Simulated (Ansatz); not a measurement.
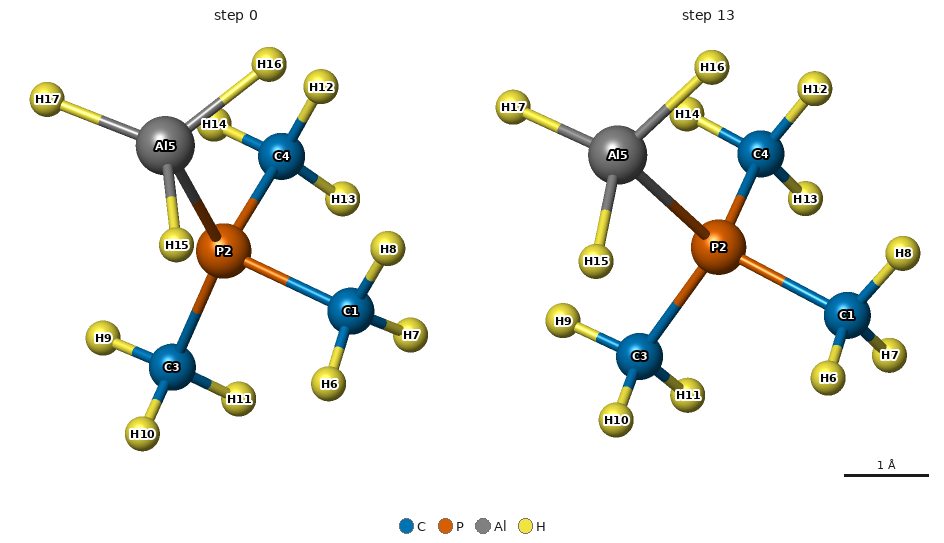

The structure of C$_{3}$H$_{12}$AlP before (left) and after (right) a relaxation, at one scale.

The picture is a ball-and-stick view, seen from a free direction.

The start comes from GFN2-xTB.

Level of theory: RKS PBE0-D4/def2-TZVP in Ansatz 0.2.0. Settings: force threshold 0.005 eV/Å; at most 150 steps.

> Describe what moved and what it gained.

The largest move after the best rigid fit is that of H15, 0.69 Å. By element the largest moves are H 0.69 Å, C 0.33 Å, Al 0.29 Å, P 0.29 Å. Among the contacts that change: Al5–H17 1.564 → 1.606 Å, P2–Al5 2.486 → 2.446 Å, Al5–H15 1.572 → 1.606 Å, Al5–H16 1.581 → 1.606 Å. Among the angles between lasting bonds that change: C3–P2–Al5 138.5° → 114.2°, C1–P2–Al5 96.6° → 114.2°, P2–Al5–H16 91.9° → 99.3°. The energy falls by 5.05 kcal/mol in 13 geometry steps. The largest force component goes from 0.95 to 0.0028 eV/Å.
